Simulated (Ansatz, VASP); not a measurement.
# Cross-check of MgS (Niningerite) between VASP and Ansatz, part 2 of 2

Aim: how closely do two programs agree when they are given the same cell, functional and k mesh?

VASP 6.6.1 and Ansatz 0.2.0.

So far: The structure; VASP: band structure, r2SCAN-EpsX.

## Step 3: Ansatz: band structure, r2SCAN-EpsX

Level of this step: Ansatz beside VASP: Kohn-Sham DFT, plane waves, r2SCAN-EpsX (Ansatz).

Ansatz runs on its default PAW (the set named soft_2) files.

The same cell, functional, mesh and smearing now go to Ansatz, which takes its cutoff from its data sets.

input.yaml reads:

```yaml
crystal:
  lattice:
    - [0.0, 2.60165, 2.60165]
    - [2.60165, 0.0, 2.60165]
    - [2.60165, 2.60165, 0.0]
  atoms:
    - { symbol: S, position: [0.5, 0.5, 0.5] }
    - { symbol: Mg, position: [0.0, 0.0, 0.0] }
hamiltonian:
  xc: { exchange: r2scan, correlation: r2scan, exx: { coeff: 0.181 } }
  pseudopotentials: { kind: paw }
kpoints:
  mp_grid: { grid: [5, 5, 5] }
  band_path:
    path:
      - [0.0, 0.0, 0.0]
      - [0.5, 0.0, 0.5]
      - [0.5, 0.22222, 0.72222]
      - [0.40278, 0.34722, 0.75]
      - [0.125, 0.125, 0.25]
      - [0.27778, 0.27778, 0.27778]
      - [0.55556, 0.38889, 0.55556]
      - [0.58333, 0.25, 0.66667]
      - [0.5, 0.30556, 0.69444]
      - [0.48611, 0.48611, 0.52778]
      - [0.625, 0.25, 0.625]
      - [0.5, 0.0, 0.5]
    npoints: 1
scf:
  occupations: { method: gaussian, width: 0.03 }
  n_extra_bands: 7
output:
  forces: true
  stress: true
  eigenvalues: true
  write_density: true
  write_potential: true
  elf: true
  volumetric_format: npy
```

Command:

```sh
ansatz run input.yaml --threads 4 --pin off --max-ram 9216MiB --backend cpu --events-out ev --progress --plain --runs-dir out
```

Numbers of over 12 decimals in the logs are rounded to 6 here.

What it wrote:

```text
Warning: output.stress: scf.convergence.dr2_threshold = 1e-7 eV (the SCF's general default) is looser than the 2e-10 eV advised for a printed stress (1e-10 eV for each atom of the cell: 2). What an SCF threshold leaves in a stress goes as its square root, and in the free energy as the threshold itself, and one threshold admits the most on a small cell: [figures from the program's tests cut] Set scf.convergence.dr2_threshold to 2e-10 eV or tighter. The threshold is an SCF's pass mark: one that does not reach it within its budget of iterations ends unconverged, or closes short of it on a stop that the run arms, and scf.convergence.dr2_threshold's page says what that costs each kind of run
Warning: output.stress: scf.exx.energy_threshold = 1e-6 eV is looser than the 2e-8 eV advised for a stress under a hybrid functional (1e-8 eV for each atom of the cell: 2). Every SCF of the exchange loop can meet its threshold on dr2 while the loop round them stops early: no threshold on dr2 bounds what that leaves in the stress. Set scf.exx.energy_threshold to 2e-8 eV or tighter. The threshold is the loop's pass mark: a loop that does not reach it within its budget of cycles ends unconverged, and scf.exx.energy_threshold's page has the law
scf.n_extra_bands = 7 over 8 filled bands (N_el = 16.0): the run solves 15 bands
Engine: ansatz 0.2.0, aarch64-unknown-linux-gnu
Pseudopotentials: kind: paw
Pseudopotential: S, paw, valence charge 6, recommended cutoff 500 eV (meta_gga), S.paw.azcp
Pseudopotential: Mg, paw, valence charge 10, recommended cutoff 500 eV (meta_gga), Mg.paw.azcp
Functional definition: unnamed
  parameter a_1 = 0.181
  exchange = (1 - a_1)*r2scan_x + a_1*exact_x
  correlation = r2scan_c
Crystal: 2 atoms, lattice volume = 35.219 Å³
Basis set: ecut = 500 eV, 893 PW (Γ), exchange–correlation on 108×108×108 points (64 copies of the dense FFT grid, shifted against one another)
Bands: 15, of which v1, the nominal top of the filled ones, is band 8 counted from 1 (7 counted from 0)
Symmetry: 48 space group operations
Space group: Fm-3m (ITA 225), of the structure as read, at distance tolerance 3.3e-5 Å
k-points: 10 of 125
Non-local potential: S, projectors of the file, l = 0: 2, l = 1: 2, l = 2: 2
Non-local potential: Mg, projectors of the file, l = 0: 3, l = 1: 2, l = 2: 1
PAW form: soft (Blöchl's): semilocal exchange-correlation on the pseudo side does not see the compensation charge
PAW frozen core: S, regenerated for the run's functional, and the local potential with it (the file was generated under x = pbe(κ = 0.804, μ = 0.219515), c = pbe(β = 0.066725))
PAW frozen core: Mg, regenerated for the run's functional, and the local potential with it (the file was generated under x = pbe(κ = 0.804, μ = 0.219515), c = pbe(β = 0.066725))
PAW one-centre angular grid: S, 302 points (default); XC on 160 Gauss nodes
PAW one-centre angular grid: Mg, 302 points (default); XC on 224 Gauss nodes
Initial density: superposition of atomic densities (neutral atoms: chi_scale 0, normalization atom), corrected by the library's trained network
Initial wavefunctions: pseudopotential atomic-orbital guess
Functional: x = r2scan, c = r2scan; τ floored in thin density (d = 2e-4 eV/Å³), warm-up for x = 0.819 r2scan + 0.181 exact, c = r2scan; τ floored in thin density (d = 2e-4 eV/Å³)
SCF iter   1: F=—  HF=-2835.518918 eV  |F-HF|=—  |Δ(HF+E_count)|=         —  Δρ=6.88e-3  dr2=6.54e-3  dr2_τ=7.47e-3  ethr=1.77e-3  ⟨swp⟩=8.7  Hψ=774  notcnv=0
preconditioner: auto → none  [insulator: Δε(μ)=3.810 eV  Ē_g=15.241 eV  σ=0.030 eV  W_gap=1.00  n_scr=8 (ndim 8)  ℏωp=17.7 eV  f_vac=0.000  D(μ)=0.00/eV (n_scr^D=0)]
SCF iter   2: F=—  HF=-2835.566153 eV  |F-HF|=—  |Δ(HF+E_count)|=   4.72e-2  Δρ=3.06e-3  dr2=2.34e-3  dr2_τ=4.74e-5  ethr=4.09e-5  ⟨swp⟩=4.1  Hψ=448  notcnv=0  defer=2
SCF iter   3: F=-2835.566256 eV  HF=-2835.566462 eV  |F-HF|=2.05e-4  |Δ(HF+E_count)|=   3.08e-4  Δρ=9.08e-4  dr2=3.12e-4  dr2_τ=2.83e-5  ethr=1.46e-5  ⟨swp⟩=3.1  Hψ=334  notcnv=0  defer=1
SCF 1 stopped early in 3 iterations: F = -2835.566256 eV  dr2 = 3.12e-4
  greatest PAW one-centre occupation: 1.000 electrons in one spin orbital (limit 2), on the Mg atom at site 1 (counted from 0), in its partial waves of l = 0
Initial density: handed on by an earlier stage of this run
Initial wavefunctions: those handed on with the density
Functional: x = 0.819 r2scan + 0.181 exact, c = r2scan; τ floored in thin density (d = 2e-4 eV/Å³)
Frozen-core exchange: fock
SCF iter   1: F=—  HF=-2835.311227 eV  |F-HF|=—  |Δ(HF+E_count)|=         —  Δρ=1.71e-3  dr2=7.78e-4  dr2_τ=1.37e-4  ethr=1.95e-5  ⟨swp⟩=5.0  Hψ=590  notcnv=0
preconditioner: auto → none  [insulator: Δε(μ)=4.947 eV  Ē_g=16.782 eV  σ=0.030 eV  W_gap=1.00  n_scr=8 (ndim 8)  ℏωp=17.7 eV  f_vac=0.000  D(μ)=0.00/eV (n_scr^D=0)]
iter 2 solved again at ethr=2.93e-7 eV; its pass at ethr=4.42e-6 eV (dr2=4.69e-5 eV) is discarded
SCF iter   2: F=—  HF=-2835.310937 eV  |F-HF|=—  |Δ(HF+E_count)|=   2.90e-4  Δρ=3.38e-4  dr2=7.74e-5  dr2_τ=3.53e-6  ethr=2.93e-7  ⟨swp⟩=2.0  Hψ=478  notcnv=0
SCF iter   3: F=—  HF=-2835.311324 eV  |F-HF|=—  |Δ(HF+E_count)|=   3.87e-4  Δρ=2.07e-4  dr2=2.19e-5  dr2_τ=7.52e-7  ethr=2.93e-7  ⟨swp⟩=3.0  Hψ=279  notcnv=0
SCF iter   4: F=—  HF=-2835.311318 eV  |F-HF|=—  |Δ(HF+E_count)|=   5.76e-6  Δρ=8.07e-5  dr2=3.82e-6  dr2_τ=1.93e-7  ethr=1.33e-7  ⟨swp⟩=3.0  Hψ=266  notcnv=0
SCF iter   5: F=—  HF=-2835.311317 eV  |F-HF|=—  |Δ(HF+E_count)|=   8.48e-7  Δρ=1.75e-5  dr2=7.83e-7  dr2_τ=6.96e-9  ethr=2.02e-8  ⟨swp⟩=3.1  Hψ=292  notcnv=0
SCF iter   6: F=—  HF=-2835.311322 eV  |F-HF|=—  |Δ(HF+E_count)|=   4.58e-6  Δρ=2.82e-5  dr2=4.68e-7  dr2_τ=2.48e-8  ethr=5.88e-10  ⟨swp⟩=4.1  Hψ=455  notcnv=0
SCF iter   7: F=-2835.311322 eV  HF=-2835.311322 eV  |F-HF|=2.77e-9  |Δ(HF+E_count)|=   1.69e-7  Δρ=2.78e-6  dr2=2.88e-8  dr2_τ=4.88e-11  ethr=5.88e-10  ⟨swp⟩=3.0  Hψ=272  notcnv=0
SCF 2 converged in 7 iterations: F = -2835.311322 eV  dr2 = 2.88e-8
hybrid outer 1: dexx = +3.459e-4 eV, tail = 5.03e-6 eV
Frozen-core exchange: fock
SCF iter   1: F=—  HF=-2835.311325 eV  |F-HF|=—  |Δ(HF+E_count)|=         —  Δρ=1.95e-5  dr2=9.41e-8  dr2_τ=2.41e-9  ethr=1.57e-7  ⟨swp⟩=2.8  Hψ=308  notcnv=0
preconditioner: auto → none  [insulator: Δε(μ)=4.978 eV  Ē_g=16.794 eV  σ=0.030 eV  W_gap=1.00  n_scr=8 (ndim 8)  ℏωp=17.7 eV  f_vac=0.000  D(μ)=0.00/eV (n_scr^D=0)]
SCF iter   2: F=—  HF=-2835.311325 eV  |F-HF|=—  |Δ(HF+E_count)|=   4.99e-8  Δρ=7.15e-6  dr2=2.71e-8  dr2_τ=1.03e-9  ethr=5.65e-10  ⟨swp⟩=3.6  Hψ=307  notcnv=0
SCF iter   3: F=-2835.311325 eV  HF=-2835.311325 eV  |F-HF|=3.59e-9  |Δ(HF+E_count)|=   4.29e-9  Δρ=3.31e-6  dr2=8.07e-9  dr2_τ=1.59e-10  ethr=1.47e-10  ⟨swp⟩=3.0  Hψ=269  notcnv=0
SCF 3 converged in 3 iterations: F = -2835.311325 eV  dr2 = 8.07e-9
  Residual-converged pass: ⟨swp⟩=3.0  Hψ=277  notcnv=0  max |occ|·‖R‖ = 2.4e-6 eV (tolerance 2.4e-6 eV)  dr2=8.08e-9  dr2_τ=1.62e-10  dr2_onsite=1.52e-10  max |Δocc| = 0.0e0
hybrid outer 2: dexx = +1.047e-8 eV, tail = 1.70e-8 eV, Δε = 1.24e-3 eV (about 1.97e-4 eV left of the loop's levels)
NSCF: frozen V_eff on 12 k-points
hybrid SCF converged: 2 outer / 10 inner (+3 warm-up), last move |dexx| = 1.05e-8 eV, tail = 1.70e-8 eV
Stability not checked: this state was not tested for a lower state beside it, because the functional holds exact exchange (a hybrid, or Hartree-Fock), whose exchange loop this test does not read (fock_operator; see scf.lower_state_search)
Free energy (F): -2835.311325 eV
Frozen-core exchange: fock
Harris-Foulkes:  -2835.311325 eV  (|F-HF|=3.59e-9)
Internal energy: -2835.311325 eV  (E = F + TS)
E sigma→0 (E₀):  -2835.311325 eV
Fermi energy:    7.979589 eV
--- Per-component energies (eV) ---
  E_band       = -380.660389
  E_kinetic    = 185.019270
  E_local      = -1666.911061  (includes V_loc(G=0)·N_el)
  E_nonlocal   = 123.085489
  E_hartree    = 594.055351
  E_xc         = -101.083468
  E_vxc        = -112.819662  (∫ρ·V_xc dr)
  E_exx        = -50.513031  (= α·E_x^exact, valence–valence)
  E_paw        = -875.031112  (= ΣΔE_a)
  E_vpaw       = -1.203501  (= ΣTr[D̂ρ^β])
  E_aug_tail   = -0.000001  (compensation charges beyond the density's cutoff)
  E_vtau       = 5.085350  (kinetic-family band-sum trace: ∫τ·v_τ [+ j·A + Jᵃ·Aᵃ] dr)
  E_ewald      = -1043.740020
  E_core_change = -0.192741  (= ΣΔE_core)
  E_smearing   = -0.000000  (= −TS)
  E_closure    = -0.000000  (closes the sum)
  Σ components = -2835.311325   (vs F -2835.311325, Δ=4.55e-13)
--- Forces (eV/Å), atoms counted from 1 ---
  atom   1  S      0.00000000    -0.00000000    -0.00000000
  atom   2  Mg     0.00000000    -0.00000000     0.00000000
  max |Σ_I F_I| component: 5.41e-30 eV/Å
--- Stress (GPa, compression-positive) ---
       -0.523246      -0.000000       0.000000
       -0.000000      -0.523246      -0.000000
        0.000000      -0.000000      -0.523246
  P = ⅓ Tr σ = -0.5232 GPa (-5.232 kbar)
--- Band table (eV; the first three rows and the last of 10) ---
  k-point 0: bands = [... 4 lower, -8.5207, 5.4911, 5.4911, 5.4911, 11.1846, 15.2050, 15.2050, 15.2050, ... 3 higher]
  k-point 1: bands = [... 4 lower, -8.1125, 3.2813, 5.2371, 5.2371, 12.3343, 15.2452, 15.4246, 15.4246, ... 3 higher]
  k-point 2: bands = [... 4 lower, -7.2736, 0.6931, 4.8852, 4.8852, 11.8788, 14.3795, 14.3795, 17.8919, ... 3 higher]
  k-point 9: bands = [... 4 lower, -6.7831, 1.4655, 2.5647, 3.6109, 12.4898, 14.2716, 14.9269, 17.4539, ... 3 higher]
```

Elapsed: 13 s, on 4 threads of Arm Neoverse V2, shared host; peak memory 0.72 GiB.

In the SCF lines HF is the Harris–Foulkes energy and dr2 the Hartree energy of the density residual, in eV; the loop may stop once dr2 is under the threshold and the program's other checks hold. Hψ counts applications of the Hamiltonian.

## Step 4: Comparison

Known differences besides the PAW data sets themselves: exact exchange at q = 0 is treated differently, which shows on coarse meshes; VASP keeps PBE cores, Ansatz makes them for the functional; the data sets hold 16 valence electrons in Ansatz (default PAW (the set named soft_2) files) and 8 in VASP; the cutoff is 500 eV in Ansatz and 350 eV in VASP; VASP takes a coarser grid for exact exchange (PRECFOCK = Fast). Total energies have different zeros and are not compared.

The two programs side by side:

```
                     quantity  Ansatz   VASP  difference
gap over the path points (eV)   4.545  4.498      +0.047
```

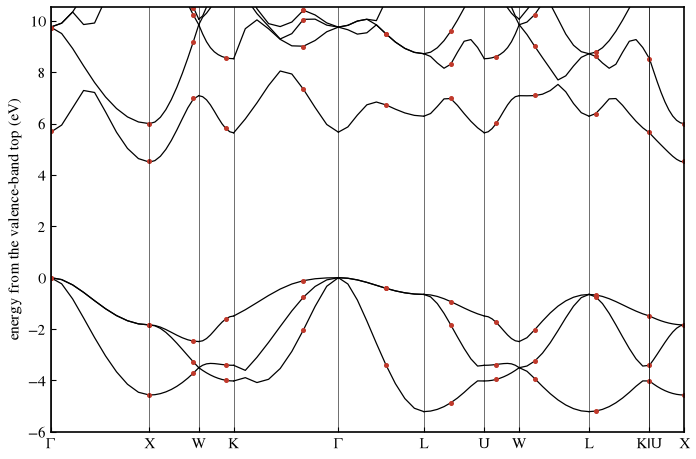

Bands from VASP (lines) and levels from Ansatz (dots). Dots without a line are higher empty bands that the VASP plot leaves out.

Levels at points of the path, from each program's valence-band top (eV; 3 filled, then empty):

```csv
k (reciprocal lattice),Ansatz,VASP
0.000 0.000 0.000,0.00 0.00 0.00 5.69 9.71 9.71,0.00 0.00 0.00 5.66 9.75 9.75
0.500 0.000 0.500,-4.57 -1.84 -1.84 4.54 5.98 14.48,-4.57 -1.84 -1.84 4.50 5.99 14.47
0.500 0.222 0.722,-3.72 -3.28 -2.47 6.98 9.15 10.24,-3.72 -3.27 -2.47 6.95 9.18 10.22
0.403 0.347 0.750,-3.99 -3.40 -1.60 5.83 8.55 11.52,-3.99 -3.40 -1.60 5.80 8.56 11.52
0.125 0.125 0.250,-2.03 -0.76 -0.12 7.35 8.98 10.04,-2.03 -0.76 -0.12 7.33 9.01 10.05
0.278 0.278 0.278,-3.39 -0.42 -0.42 6.73 9.49 9.49,-3.39 -0.41 -0.41 6.73 9.49 9.49
0.556 0.389 0.556,-4.87 -1.84 -0.94 6.98 8.31 9.60,-4.87 -1.83 -0.93 6.97 8.31 9.59
0.583 0.250 0.667,-3.96 -3.38 -1.73 6.02 8.59 11.28,-3.96 -3.38 -1.73 5.99 8.61 11.28
0.500 0.306 0.694,-3.93 -3.25 -2.03 7.12 9.00 10.21,-3.93 -3.25 -2.03 7.09 9.01 10.24
0.486 0.486 0.528,-5.19 -0.75 -0.68 6.39 8.62 8.78,-5.19 -0.75 -0.67 6.39 8.61 8.78
```

Among the levels compared (up to four filled and three empty ones at each point), filled levels agree within 8 meV and empty ones within 47 meV.

## Step 5: Summary of results

```yaml
difference_in_gap_over_the_path_points_band_structure_r2scan_epsx: 0.047 eV
```

**Reading.** The difference in gap over the path points is 0.047 eV (band structure, r2SCAN-EpsX), within the 0.08 eV picked in this series as the mark of a large difference. How closely two codes agree says nothing of how well the functional describes the real material.

[Lines on the potential files, build, host, timing and source positions are cut from VASP's logs without a mark.]

[Logs are printed without paths, hosts, clocks, repeated set-up lines and the standing remarks that a program may print on its own settings, such as how far it seeks lower states.]

[Hosts, paths, dates, database ids (printed as entryN), source tags and the programs' standing remarks are cut or masked in the printed files.]
